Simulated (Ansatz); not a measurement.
Input

```
crystal:
  periodic: [false, false, false]
  atoms:
    - { symbol: B, position_ang: [0.000949, -0.000198, -0.157671] }
    - { symbol: H, position_ang: [-0.000654, 3.4e-05, 1.036289] }
    - { symbol: H, position_ang: [1.03723, -0.000244, -0.757469] }
    - { symbol: H, position_ang: [-1.033687, -0.000295, -0.760215] }
    - { symbol: C, position_ang: [-0.00053, 7.1e-05, 3.354752] }
    - { symbol: H, position_ang: [-0.58579, -0.909842, 3.353237] }
    - { symbol: H, position_ang: [1.079933, -0.050876, 3.337381] }
    - { symbol: H, position_ang: [-0.497352, 0.961248, 3.355196] }
magnetization:
  spin_polarized: true
  initial_magnetization: 1
basis:
  gaussian: { orbitals: def2-SVP }
hamiltonian:
  xc: { name: BHLYP }
relax:
  f_tol: 0.03
  max_steps: 50
output:
  orbitals: {}
```

Command:

```sh
ansatz run input.yaml --threads 1 --pin off --max-ram 2048MiB --backend cpu --events-out ev --progress --plain --runs-dir out
```

The fields are those of the run's last geometry, not of the input's.

All numbers below come from Ansatz, UKS BHLYP/def2-SVP.

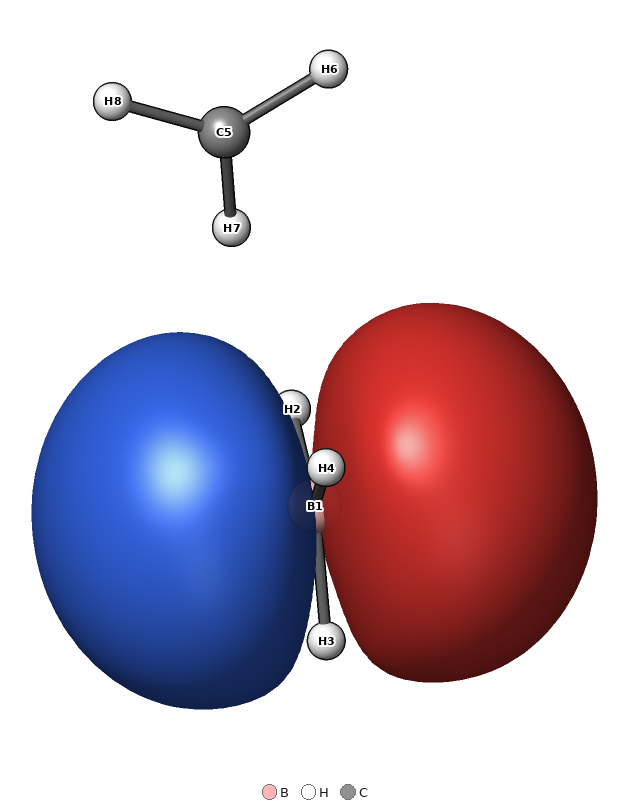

BH₃···CH₃ (doublet). The LUMO (β) at ±0.08 Å⁻³ᐟ² (red and blue are the two phases), seen at an oblique angle.

Q: What is the character of this orbital?

A: Its weight (Hirshfeld) is mainly on B1 (about 75 %), H3 (about 10 %), H4 (about 10 %) and H2 (about 10 %). Its energy is −0.72 eV.
